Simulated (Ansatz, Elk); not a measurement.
# Bonding as seen by X-rays: Na4SrIn

The structure of Na4SrIn used here is made up (a known structure type with other elements) and was relaxed beforehand with r2SCAN. The aim is the Fourier transform of its all-electron density, F(hkl), set beside the sum over free spherical atoms that refinements use.

Main program and level: Elk 11.2.3 (patched build); DFT, PBE, all-electron APW+lo, Dirac cores, scalar-relativistic bands, static density, no spin.

The structure was built from a prototype and need not be the compound's stable phase.

## Step 1: Set-up

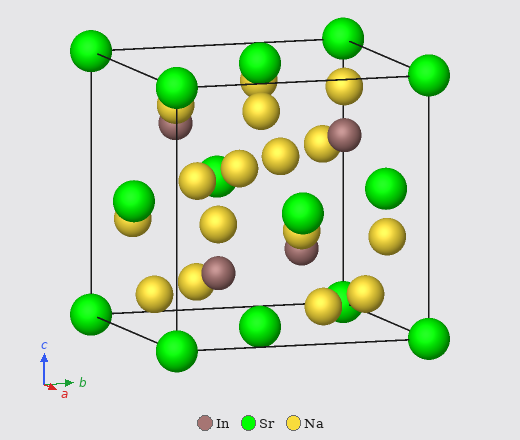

The starting structure, seen slightly off an axis (indium brown, strontium green, sodium yellow). This picture shows the conventional cell, with its axes. Some periodic images of atoms are drawn too.

Coordinates:

```cif
data_structure
_symmetry_space_group_name_H-M 'P 1'
_symmetry_Int_Tables_number 1
_cell_length_a 6.5144
_cell_length_b 6.5144
_cell_length_c 6.5144
_cell_angle_alpha 60.000
_cell_angle_beta 60.000
_cell_angle_gamma 60.000
_cell_volume 195.49
loop_
_atom_site_label
_atom_site_type_symbol
_atom_site_fract_x
_atom_site_fract_y
_atom_site_fract_z
_atom_site_occupancy
In1 In 0.25000 0.25000 0.25000 1
Sr2 Sr 0.00000 0.00000 0.00000 1
Na3 Na 0.62341 0.62341 0.12978 1
Na4 Na 0.62341 0.12978 0.62341 1
Na5 Na 0.62341 0.62341 0.62341 1
Na6 Na 0.12978 0.62341 0.62341 1
```

## Step 2: Ground state and structure factors

An all-electron density is needed, since X-rays see the cores too. Task 0 finds the density and task 195 Fourier-transforms it; tshift is off so that phases refer to the origin typed.

Input file elk.in:

```
tasks
  0
  195

xctype
  20

spinpol
  .false.

rgkmax
  7.0

gmaxvr
  14.0

lmaxo
  7

lmaxapw
  8

swidth
  0.002

tshift
  .false.

ramdisk
  .false.

hmaxvr
  5.5

maxscl
  120

epspot
  1e-06

sppath
  './'

avec
  -0.00000000000 8.70483193626 8.70483193626
  8.70483193626 -0.00000000000 8.70483193626
  8.70483193626 8.70483193626 -0.00000000000

atoms
  3
  'In.in'
  1
  0.2500000000 0.2500000000 0.2500000000   0.000000 0.000000 0.000000
  'Sr.in'
  1
  0.0000000000 0.0000000000 -0.0000000000   0.000000 0.000000 0.000000
  'Na.in'
  4
  0.6234059508 0.6234059508 0.1297821475   0.000000 0.000000 0.000000
  0.6234059508 0.1297821475 0.6234059508   0.000000 0.000000 0.000000
  0.6234059508 0.6234059508 0.6234059508   0.000000 0.000000 0.000000
  0.1297821475 0.6234059508 0.6234059508   0.000000 0.000000 0.000000

ngridk
  4 4 4
```

On the command line:

```
$ OMP_NUM_THREADS=4 elk
```

Numbers of over 12 decimals in the logs are rounded to 6 here.

The log of the run:

```text
┌─────────────────────────┐
│ Elk code version 11.2.3 │
└─────────────────────────┘

All units are atomic (Hartree, Bohr, etc.)

┌─────────────────────────────────────────────────┐
│ Ground-state run starting from atomic densities │
└─────────────────────────────────────────────────┘

Lattice vectors :
  -0.000000000       8.704831936       8.704831936
   8.704831936      -0.000000000       8.704831936
   8.704831936       8.704831936      -0.000000000

Reciprocal lattice vectors :
 -0.3609021606      0.3609021606      0.3609021606
  0.3609021606     -0.3609021606      0.3609021606
  0.3609021606      0.3609021606     -0.3609021606

Unit cell volume      :    1319.201595
Brillouin zone volume :   0.1880305591

Muffin-tin inner radius fraction :   0.1000000000E-01

Nuclei treated as point charges

Species : 1 (In)
 parameters loaded from : In.in
 name : indium
 nuclear charge    :   -49.00000000
 electronic charge :    49.00000000
 atomic mass :    209300.4102
 muffin-tin radius :    2.600000000
 number of radial points in muffin-tin :   1193
 inner part over the whole radius :   0.9943151076E-02
 number on inner part of muffin-tin    :    850
 approximate nuclear radius :   0.8768807633E-04
 number of mesh points to nuclear radius :    427
 atomic positions (lattice), magnetic fields (Cartesian) :
  1 :   0.25000000  0.25000000  0.25000000    0.00000000  0.00000000  0.00000000

Species : 2 (Sr)
 parameters loaded from : Sr.in
 name : strontium
 nuclear charge    :   -38.00000000
 electronic charge :    38.00000000
 atomic mass :    159721.4892
 muffin-tin radius :    2.600000000
 number of radial points in muffin-tin :   1193
 inner part over the whole radius :   0.9909106339E-02
 number on inner part of muffin-tin    :    847
 approximate nuclear radius :   0.8067967193E-04
 number of mesh points to nuclear radius :    415
 atomic positions (lattice), magnetic fields (Cartesian) :
  1 :   0.00000000  0.00000000  0.00000000    0.00000000  0.00000000  0.00000000

Species : 3 (Na)
 parameters loaded from : Na.in
 name : sodium
 nuclear charge    :   -11.00000000
 electronic charge :    11.00000000
 atomic mass :    41907.78703
 muffin-tin radius :    2.200000000
 number of radial points in muffin-tin :    793
 inner part over the whole radius :   0.9883648912E-02
 number on inner part of muffin-tin    :    551
 approximate nuclear radius :   0.5574345702E-04
 number of mesh points to nuclear radius :    238
 atomic positions (lattice), magnetic fields (Cartesian) :
  1 :   0.62340595  0.62340595  0.12978215    0.00000000  0.00000000  0.00000000
  2 :   0.62340595  0.12978215  0.62340595    0.00000000  0.00000000  0.00000000
  3 :   0.62340595  0.62340595  0.62340595    0.00000000  0.00000000  0.00000000
  4 :   0.12978215  0.62340595  0.62340595    0.00000000  0.00000000  0.00000000

Total number of atoms per unit cell :    6
Total muffin-tin volume :    325.6533057
 ratio of muffin-tin to unit cell volume :   0.2468563615

Spin treatment :
 spin-unpolarised

Number of Bravais lattice symmetries :   48
Number of crystal symmetries         :   24
Crystal has no inversion symmetry
Complex Hermitian eigensolver will be used

k-point grid :      4     4     4
k-point offset :    0.000000000       0.000000000       0.000000000
k-point set is reduced with full crystal symmetry group
Total number of k-points :       10

Muffin-tin radius times maximum |G+k| :    7.000000000
 using average radius
Maximum |G+k| for APW functions       :    3.000000000
Maximum (1/2)|G+k|²                   :    4.500000000
Maximum |G| for potential and density :    14.00000000
Constant for pseudocharge density :    9
 order of it for each species :   16  16  16
 order of it for pair densities of each species (exact exchange by exxq0 0: 17) :   12  12   8
Radial integration step length :    1

G-vector grid sizes :     56    56    56
Number of G-vectors :    61239

Maximum angular momentum used for
 APW functions            :    8
 outer part of muffin-tin :    7
[...]
correlation                 :     -6.092423
 electron entropic           :    -0.11914096919844E-02
 total energy                :     -9714.7625822701

Density of states at Fermi energy :    79.93174870
 (states/Hartree/unit cell)

Estimated indirect band gap :   0.4903930456E-02
 from k-point 3 to k-point 5
Estimated direct band gap   :   0.1183352424E-01
 at k-point 4

Charges :
 core                        :    66.00000000
 valence                     :    65.00000000
 interstitial                :    7.591868382
 muffin-tins (core leakage)
  species : 1 (In)
[...]
species : 2 (Sr)
[...]
species : 3 (Na)
[...]
total in muffin-tins        :    123.4081316
 total calculated charge     :    130.9998350
 total charge                :    131.0000000
 error                       :   0.1650499788E-03

RMS change in Kohn-Sham potential (target) :   0.6845073996     (  0.1000000000E-05)
Absolute change in total energy (target)   :    1.534591529     (  0.1000000000E-03)

[... loops 3 to 13 left out ...]

┌──────────────────┐
│ Loop number : 14 │
└──────────────────┘

Energies :
 Fermi                       :     0.77145021647799E-01
 sum of occupied eigenvalues :     -5764.1699155528
 electron kinetic            :      10106.085290377
 core electron kinetic       :      9650.2075252462
 Coulomb                     :     -19496.233724144
 Coulomb potential           :     -15450.353330823
 nuclear-nuclear             :     -863.30567315889
 electron-nuclear            :     -21828.458489594
 Hartree                     :      3195.5304386087
 Madelung                    :     -11771.057058733
 xc potential                :     -419.90187510728
 exchange                    :     -316.59403110913
 correlation                 :     -6.093707
 electron entropic           :    -0.15938313460438E-02
 total energy                :     -9712.8377654812

Density of states at Fermi energy :    115.7593963
 (states/Hartree/unit cell)

Estimated indirect band gap :   0.2524049388E-02
 from k-point 5 to k-point 8
Estimated direct band gap   :   0.9447115368E-02
 at k-point 4

Charges :
 core                        :    66.00000000
 valence                     :    65.00000000
 interstitial                :    7.565976029
 muffin-tins (core leakage)
  species : 1 (In)
[...]
species : 2 (Sr)
[...]
species : 3 (Na)
[...]
total in muffin-tins        :    123.4340240
 total calculated charge     :    130.9998389
 total charge                :    131.0000000
 error                       :   0.1610505091E-03

RMS change in Kohn-Sham potential (target) :   0.7346715090E-07 (  0.1000000000E-05)
Absolute change in total energy (target)   :   0.4972363968E-04 (  0.1000000000E-03)

Convergence targets achieved

┌──────────────────┐
│ Loop number : 15 │
└──────────────────┘

Energies :
 Fermi                       :     0.77145040006367E-01
 sum of occupied eigenvalues :     -5764.1699150941
 electron kinetic            :      10106.085292748
 core electron kinetic       :      9650.2075267559
 Coulomb                     :     -19496.233726596
 Coulomb potential           :     -15450.353331426
 nuclear-nuclear             :     -863.30567315889
 electron-nuclear            :     -21828.458493701
 Hartree                     :      3195.5304402636
 Madelung                    :     -11771.057060883
 xc potential                :     -419.90187641629
 exchange                    :     -316.59403115824
 correlation                 :     -6.093707
 electron entropic           :    -0.15938306674768E-02
 total energy                :     -9712.8377656128

Density of states at Fermi energy :    115.7593344
 (states/Hartree/unit cell)

Estimated indirect band gap :   0.2524050453E-02
 from k-point 5 to k-point 8
Estimated direct band gap   :   0.9447120720E-02
 at k-point 2

Charges :
 core                        :    66.00000000
 valence                     :    65.00000000
 interstitial                :    7.565976033
 muffin-tins (core leakage)
  species : 1 (In)
[...]
species : 2 (Sr)
[...]
species : 3 (Na)
[...]
atom 2                    :    10.07316764     ( -0.9715865001E-07)
   atom 3                    :    10.07316764     ( -0.9715865001E-07)
   atom 4                    :    10.07316764     ( -0.9715865001E-07)
 total in muffin-tins        :    123.4340240
 total calculated charge     :    130.9998389
 total charge                :    131.0000000
 error                       :   0.1610505059E-03

┌──────────────────────────────┐
│ Self-consistent loop stopped │
└──────────────────────────────┘

Warning : core states of species 1 leak from the muffin-tin :   0.1267360410E-03

Wrote STATE.OUT
```

The job ended after 58 s (4 threads of Arm Neoverse V1, shared host; peak memory 0.28 GiB; 2.1 min of CPU time).

SFACRHO.OUT:

```text

h k l indices transformed by vhmat matrix:
   1.000000000       0.000000000       0.000000000    
   0.000000000       1.000000000       0.000000000    
   0.000000000       0.000000000       1.000000000    

      h      k      l  multipl.   |H|            Re(F)            Im(F)           |F|

      0      0      0      1   0.0000000       131.00000     -0.31409448E-16   131.00000    
     -1     -1     -1      4  0.62510088       20.430048       32.462797       38.356486    
      1      1      1      4  0.62510088       20.430048      -32.462797       38.356486    
      0     -1     -1      6  0.72180432      -10.335590      0.22718930E-09   10.335590    
      1      1      2     12   1.0207855       74.365691     -0.15661198E-10   74.365691    
      2      1      0     12   1.1969771       42.888807      -52.879875       68.086202    
     -2     -1      0     12   1.1969771       42.888807       52.879875       68.086202    
      2      2      2      4   1.2502018      -9.6285710      -33.782876       35.128223    
     -2     -2     -2      4   1.2502018      -9.6285710       33.782876       35.128223    
      0     -2     -2      6   1.4436086       35.664453     -0.20152363E-07   35.664453    
     -1      0      2     12   1.5731360       18.031532       25.914498       31.570514    
     -2      1      0     12   1.5731360       18.031532      -25.914498       31.570514    
      2      1     -1     24   1.6140035      -9.5374009      0.19508006E-09   9.5374009    
     -3     -1      0     12   1.7680523       63.062235      -1.1771016       63.073220    
      2     -1     -1     12   1.7680523       63.062235       1.1771016       63.073220    
      0     -3     -2     12   1.8753026       37.334931      -44.328203       57.955903    
     -2      1     -2     12   1.8753026       37.334931       44.328203       57.955903    
      0      3      0      4   1.8753026       35.737802      -45.968240       58.226021
```

Elk indexes on the primitive cell of elk.in and gives |H| = 4π sin θ/λ in inverse bohr. Below, one row stands for each form hkl of the conventional cell (m members, Friedel mates merged), F is for one primitive cell and the density is static (no thermal factor). Free-atom factors are Waasmaier and Kirfel's, and R is Σm||F|−|F'||/Σm|F|.

| hkl | m | sin θ/λ (Å⁻¹) | abs F, DFT | neutral atoms | diff. | abs of complex diff. |
| --- | --- | --- | --- | --- | --- | --- |
| 111 | 8 | 0.094 | 38.356 | 38.233 | +0.123 | 0.126 |
| 200 | 6 | 0.108 | 10.336 | 10.232 | +0.103 | 0.103 |
| 220 | 12 | 0.153 | 74.366 | 74.417 | -0.051 | 0.051 |
| 311 | 24 | 0.180 | 68.086 | 68.280 | -0.194 | 0.233 |
| 222 | 8 | 0.188 | 35.128 | 35.394 | -0.266 | 0.297 |
| 400 | 6 | 0.217 | 35.664 | 35.541 | +0.124 | 0.124 |
| 331 | 24 | 0.237 | 31.570 | 31.527 | +0.044 | 0.091 |
| 420 | 24 | 0.243 | 9.537 | 9.620 | -0.082 | 0.082 |
| 422 | 24 | 0.266 | 63.073 | 63.110 | -0.037 | 0.037 |
| 511 | 24 | 0.282 | 57.956 | 58.055 | -0.099 | 0.100 |
| 333 | 8 | 0.282 | 58.226 | 58.318 | -0.092 | 0.093 |
| 440 | 12 | 0.307 | 86.220 | 86.368 | -0.148 | 0.148 |
| 531 | 48 | 0.321 | 28.618 | 28.582 | +0.036 | 0.038 |
| 442 | 24 | 0.326 | 7.290 | 7.296 | -0.006 | 0.006 |
| 600 | 6 | 0.326 | 9.371 | 9.378 | -0.008 | 0.008 |
| 620 | 24 | 0.343 | 56.121 | 56.147 | -0.026 | 0.026 |
| 533 | 24 | 0.356 | 51.300 | 51.358 | -0.058 | 0.059 |
| 622 | 24 | 0.360 | 25.010 | 25.085 | -0.075 | 0.081 |

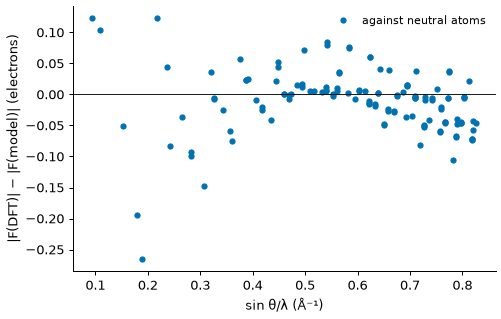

Difference between the calculated structure factors and the independent-atom ones.

## Step 3: The highest occupied states alone

An energy window below the Fermi level keeps the highest occupied states, to see at which angles they scatter; shallow core shells can lie inside it and anion s states outside. No new self-consistency is needed.

elk.in: that of step 2 with these lines changed.

```diff
@@ -1,3 +1,2 @@
 tasks
-  0
   195
@@ -40,2 +39,5 @@
 
+wsfac
+  -0.290350 0.377150
+
 sppath
```

On the command line:

```
$ OMP_NUM_THREADS=4 elk
```

The log of the run:

```text
┌─────────────────────────────────┐
│ Elk code version 11.2.3 started │
└─────────────────────────────────┘

Info(readinput): the functional depends on the density's gradient
 muffin-tin radial points multiplied by    2.00000
 (not where nrmtscf is given)

┌────────────────────┐
│ Current task : 195 │
└────────────────────┘

Info(sfacrho): density structure factors written to SFACRHO.OUT

 Energy window :  -0.2903500000      0.3771500000

┌──────────────────┐
│ Elk code stopped │
└──────────────────┘
```

Run time: 27 s. Hardware: 4 threads; peak memory 0.19 GiB; 29 s of CPU time.

States within 10 eV below the Fermi level hold 9.00 electrons; any levels below the window count with the cores. Their amplitudes can exceed the total, where window and core parts have opposite phase:

| hkl | sin θ/λ (Å⁻¹) | abs F, window | abs F, all |
| --- | --- | --- | --- |
| 111 | 0.094 | 1.279 | 38.356 |
| 200 | 0.108 | 1.148 | 10.336 |
| 220 | 0.153 | 0.410 | 74.366 |
| 311 | 0.180 | 0.072 | 68.086 |
| 222 | 0.188 | 0.169 | 35.128 |
| 400 | 0.217 | 0.084 | 35.664 |
| 331 | 0.237 | 0.098 | 31.570 |
| 420 | 0.243 | 0.136 | 9.537 |
| 422 | 0.266 | 0.048 | 63.073 |
| 511 | 0.282 | 0.106 | 57.956 |

## Step 4: Another functional

The difference from free atoms is small, so it is set against the change that LDA (Perdew-Wang) makes.

elk.in: that of step 3 with these lines changed.

```diff
@@ -1,2 +1,3 @@
 tasks
+  0
   195
@@ -4,3 +5,3 @@
 xctype
-  20
+  3
 
@@ -39,5 +40,2 @@
 
-wsfac
-  -0.290350 0.377150
-
 sppath
```

On the command line:

```
$ OMP_NUM_THREADS=4 elk
```

The log of the run:

```text
┌─────────────────────────┐
│ Elk code version 11.2.3 │
└─────────────────────────┘

All units are atomic (Hartree, Bohr, etc.)

┌─────────────────────────────────────────────────┐
│ Ground-state run starting from atomic densities │
└─────────────────────────────────────────────────┘

Lattice vectors :
  -0.000000000       8.704831936       8.704831936
   8.704831936      -0.000000000       8.704831936
   8.704831936       8.704831936      -0.000000000

Reciprocal lattice vectors :
 -0.3609021606      0.3609021606      0.3609021606
[...]
species : 1 (In)
[...]
species : 2 (Sr)
[...]
species : 3 (Na)
[...]
atom 3                    :    10.07443927     ( -0.1555072447E-05)
   atom 4                    :    10.07443927     ( -0.1555072447E-05)
 total in muffin-tins        :    123.4698506
 total calculated charge     :    130.9998515
 total charge                :    131.0000000
 error                       :   0.1485043308E-03

┌──────────────────────────────┐
│ Self-consistent loop stopped │
└──────────────────────────────┘

Warning : core states of species 1 leak from the muffin-tin :   0.1246457798E-03

Wrote STATE.OUT
[key lines of the parts left out:]
total energy                :     -9701.0980658330
```

Elapsed: 42 s, on 4 threads; peak memory 0.25 GiB.

Against the first run R = 0.04 %; the largest change is -0.075 at 440.

## Step 5: Basis size

The basis and the expansions that go with it are enlarged, to see whether the differences are converged.

elk.in: that of step 4 with these lines changed.

```diff
@@ -5,3 +5,3 @@
 xctype
-  3
+  20
 
@@ -11,12 +11,12 @@
 rgkmax
-  7.0
+  8.5
 
 gmaxvr
-  14.0
+  18.0
 
 lmaxo
-  7
+  9
 
 lmaxapw
-  8
+  10
```

On the command line:

```
$ OMP_NUM_THREADS=4 elk
```

The log of the run:

```text
┌─────────────────────────┐
│ Elk code version 11.2.3 │
└─────────────────────────┘

All units are atomic (Hartree, Bohr, etc.)

┌─────────────────────────────────────────────────┐
│ Ground-state run starting from atomic densities │
└─────────────────────────────────────────────────┘

Lattice vectors :
  -0.000000000       8.704831936       8.704831936
   8.704831936      -0.000000000       8.704831936
   8.704831936       8.704831936      -0.000000000

Reciprocal lattice vectors :
 -0.3609021606      0.3609021606      0.3609021606
[...]
species : 1 (In)
[...]
species : 2 (Sr)
[...]
species : 3 (Na)
[...]
atom 3                    :    10.07430208     ( -0.9715865712E-07)
   atom 4                    :    10.07430208     ( -0.9715865712E-07)
 total in muffin-tins        :    123.4435118
 total calculated charge     :    130.9998452
 total charge                :    131.0000000
 error                       :   0.1547701714E-03

┌──────────────────────────────┐
│ Self-consistent loop stopped │
└──────────────────────────────┘

Warning : core states of species 1 leak from the muffin-tin :   0.1267414221E-03

Wrote STATE.OUT
[key lines of the parts left out:]
total energy                :     -9712.8499749663
```

Run time: 3.1 min. Hardware: 4 threads; peak memory 0.68 GiB.

Against the first run R = 0.00 %; the largest change is -0.005 at 800.

## Step 6: Settings against the effect

| run | R against the first run (%) | R against neutral atoms, low angle (%) | wall time |
| --- | --- | --- | --- |
| PBE, rgkmax 7 | 0.00 | 0.22 | 58 s |
| LDA (Perdew-Wang) | 0.04 | 0.25 | 42 s |
| rgkmax 8.5 with larger expansions | 0.00 | 0.21 | 3.1 min |

## Step 7: What came out

* R against neutral atoms, sin θ/λ < 0.3 Å⁻¹: 0.22 %
* R against neutral atoms, 0.3 to 0.83 Å⁻¹: 0.11 %

Independent neutral atoms miss the calculated amplitudes by R = 0.22 % below 0.3 Å⁻¹ and 0.11 % from there to 0.83 Å⁻¹; by shells, 0.44 % below 0.15 Å⁻¹ (2 forms), 0.21 % 0.15 to 0.3 (9 forms), 0.10 % 0.3 to 0.45 (18 forms), 0.11 % above 0.45 (99 forms). Bonding, aspherical density and the tables' own atoms all enter these figures, and the runs don't part them. The largest change of an amplitude is -0.27 electrons, at 222. R counts amplitudes alone; phases shift too. The window's part falls from 9.0 electrons at the origin to at most 0.13 between 0.45 and 0.83 Å⁻¹. Below 0.3 Å⁻¹ the changes that finished (LDA (Perdew-Wang) and rgkmax 8.5 with larger expansions) move F by R = 0.04 % at most, against the 0.22 % that separates it from free atoms. The k-mesh has no finished test. Part of the difference isn't bonding: the tables are fits to free atoms and ions calculated by other methods than this functional. Thermal motion, anomalous dispersion and extinction are left out.

[Logs are printed without paths, hosts, clocks, repeated set-up lines and the standing remarks that a program may print on its own settings, such as how far it seeks lower states.]

[Hosts, paths, dates, database ids (printed as entryN), source tags and the programs' standing remarks are cut or masked in the printed files.]
